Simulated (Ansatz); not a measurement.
# AlC2 (doublet): trial inputs and their diagnosis at distance C1–Al2 = 2.064 Å

3 inputs are run for AlC2 (doublet) as typed; the log has to tell whether the result can be used and what must change.

Computed with Ansatz 0.2.0, Gaussian basis. Level: the settings change from run to run.

47 further runs of the same task are left out: 18 for a known fault of the program, 1 for a mislabelled method, 20 that didn't finish, 8 set aside as unsound or not needed.

## 1. The system

The geometry derives from a PBE0/def2-TZVP stationary point (not a proven minimum). One bond is set to the value named and the two fragments are kept rigid.

3 atoms, charge 0, spin multiplicity 2.

Atoms are counted from 1 here; the program's logs count them from 0.

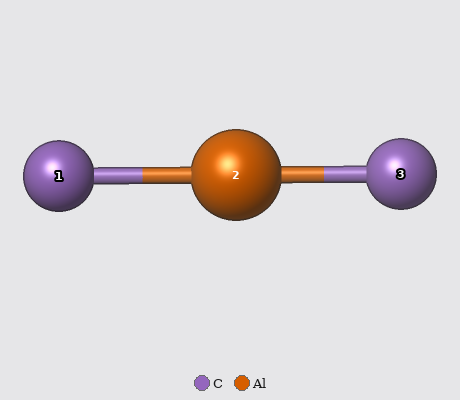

The geometry (carbon purple, aluminium orange); atoms are numbered from 1 in the order of the file.

## 2. Try 1

File in.yaml:

```yaml
crystal:
  periodic: [false, false, false]
  atoms:
    - {symbol: C, position_ang: [0.000000, 0.000000, 2.016017]}
    - {symbol: Al, position_ang: [0.000000, 0.000000, -0.047983]}
    - {symbol: C, position_ang: [0.000000, 0.000000, -1.968033]}
basis:
  gaussian: {orbitals: STO-3G}
magnetization: {spin_polarized: false, initial_magnetization: 1}
correlation: {method: sc_nevpt2, electrons: valence, active_space: {window: {electrons: 1, orbitals: 3}}}
output: {forces: true}
```

Run with:

```sh
$ ansatz run in.yaml --threads 1 --pin off --events-out ev --progress --plain --max-ram 2393MiB
```

Output:

```text
Functional definition: HF
  name "HF"
  cite "Fock, Z. Phys. 61, 126 (1930) doi:10.1007/BF01340294"
  parent pbe
  exchange = exact_x
  correlation = 0
221 factors; integrals over basis functions are off by at most 5.5e-5 eV
mean field evaluation 1: about -8518.1212 eV, gradient 2.8e1 eV
mean field evaluation 2: about -8518.1303 eV, gradient 2.8e1 eV
mean field evaluation 4: about -8520.0561 eV, gradient 2.2e1 eV
mean field evaluation 8: about -8524.5650 eV, gradient 3.8e0 eV
mean field evaluation 16: about -8525.1253 eV, gradient 1.7e-2 eV
mean field evaluation 32: about -8524.9615 eV, gradient 1.4e-3 eV
mean field evaluation 64: about -8522.0074 eV, gradient 4.1e-1 eV
mean field evaluation 96: about -8525.4859 eV, gradient 1.4e0 eV
mean field evaluation 128: about -8521.5344 eV, gradient 4.6e0 eV
mean field evaluation 160: about -8525.0969 eV, gradient 4.7e0 eV
mean field evaluation 192: about -8525.0598 eV, gradient 1.3e0 eV
mean field -8525.50369401 eV, -313.3064819610 hartree, gradient 2.7e-6 eV, S^2 0.750000; 20 other end points of the search recorded, 0 dependent functions left out
reference -8525.50369401 eV, -313.3064819610 hartree; 13, 12 occupied and 6, 7 virtual orbitals, 221 factors
state -8525.50369401 eV, -313.3064819610 hartree
state -8525.50369401 eV, -313.3064819610 hartree; corrected -8528.36255059 eV, -313.4115430025 hartree
state -8525.12529935 eV, -313.2925762136 hartree
state -8525.12529935 eV, -313.2925762136 hartree; corrected -8527.80032559 eV, -313.3908816146 hartree
state -8525.50369401 eV, -313.3064819610 hartree; corrected -8528.36255059 eV, -313.4115430025 hartree
WARN: 2 active orbitals are nearly empty or full. The corrections depend on them more than the energy does, and are more stable in an active space without them
the calculation of the forces begins
Error: an active orbital is full or empty, and SC-NEVPT2 has no forces then: leave it out of the active space
```

Run time: 1.2 s. Hardware: 1 thread of AMD EPYC 9R45, shared host.

Diagnosis: The run stopped with an error. It says: «an active orbital is full or empty, and SC-NEVPT2 has no forces then: leave it out of the active space». Cure: drop the forces, or choose an active space whose orbitals are all partly filled.

## 3. Try 2

File in.yaml:

```yaml
crystal:
  periodic: [false, false, false]
  atoms:
    - {symbol: C, position_ang: [0.000000, 0.000000, 2.016017]}
    - {symbol: Al, position_ang: [0.000000, 0.000000, -0.047983]}
    - {symbol: C, position_ang: [0.000000, 0.000000, -1.968033]}
basis:
  gaussian: {orbitals: cc-pVDZ}
magnetization: {spin_polarized: false, initial_magnetization: 1}
correlation: {method: fic_mrcisd_q, electrons: all, active_space: {window: {electrons: 3, orbitals: 3}, places: [1, 2]}}
```

The command is unchanged.

Output:

```text
Error: invalid value for `correlation.active_space`: name one of window, places and ras
```

Run time: 0.03 s. Hardware: 1 thread of AMD EPYC 9R45, shared host.

**Diagnosis.** The run was refused. The active space is defined twice. Cure: keep one definition.

## 4. Try 3

File in.yaml:

```yaml
crystal:
  periodic: [false, false, false]
  atoms:
    - {symbol: C, position_ang: [0.000000, 0.000000, 2.016017]}
    - {symbol: Al, position_ang: [0.000000, 0.000000, -0.047983]}
    - {symbol: C, position_ang: [0.000000, 0.000000, -1.968033]}
basis:
  gaussian: {orbitals: def2-SVP}
magnetization: {spin_polarized: false, initial_magnetization: 7}
correlation: {method: bccd, electrons: outside_noble_gas}
```

The command is unchanged.

Output, cut to the lines that bear on the results:

```text
Functional definition: HF
  name "HF"
  cite "Fock, Z. Phys. 61, 126 (1930) doi:10.1007/BF01340294"
  parent pbe
[...]
446 factors; integrals over basis functions are off by at most 8.8e-4 eV
[...]
mean field -8630.29341204 eV, -317.1574330695 hartree, gradient 2.2e-6 eV, S^2 15.750000; 7 other end points of the search recorded, 0 dependent functions left out
[...]
determinant -8630.29341204 eV, -317.1574330695 hartree, with singles and doubles -8635.43206982 eV, -317.3462752599 hartree
determinant -8629.36933175 eV, -317.1234737452 hartree, with singles and doubles -8634.27027750 eV, -317.3035801794 hartree
7 core orbitals not correlated: weight in the atoms' cores, before any rotation towards them, 1.000 or more for the frozen orbitals, at most 0.000 for the correlated occupied ones
reference -8630.29341204 eV, -317.1574330695 hartree; 9, 2 occupied and 30, 37 virtual orbitals, 446 factors
second order -4.12827660 eV of doubles, -0.08347046 eV of singles
cycle   1  -5.13256379 eV  change    6.1e-3 eV  update   7.8e-3
[...]
cycle   8  -5.13043715 eV  change   -7.8e-7 eV  update   1.3e-5
Total energy: -8635.42384919 eV, -317.3459731571 hartree
```

It took 1.4 s on 1 thread of AMD EPYC 9R45, shared host.

What is wrong: The run converged, which proves nothing about the input. Far too many unpaired electrons are asked for. Its energy belongs to the state of multiplicity 8, not to the doublet that was meant. Cure: set initial_magnetization to that of the wanted state.

## 5. Summary

```
try                  level                ended                                                                                                   cause    time
  1     NEVPT2(1,3)/STO-3G  stopped by an error  an active orbital is full or empty, and SC-NEVPT2 has no forces then: leave it out of the active space   1.2 s
  2  MRCISD+Q(3,3)/cc-pVDZ              refused                                                                       the active space is defined twice  0.03 s
  3  BCCD on ROHF/def2-SVP            converged                                                           far too many unpaired electrons are asked for   1.4 s
```

1 stopped by an error, 1 refused, 1 converged. The input that converges on a wrong geometry or spin is the dangerous one: no error points at it, so geometry and ⟨S²⟩ have to be checked.
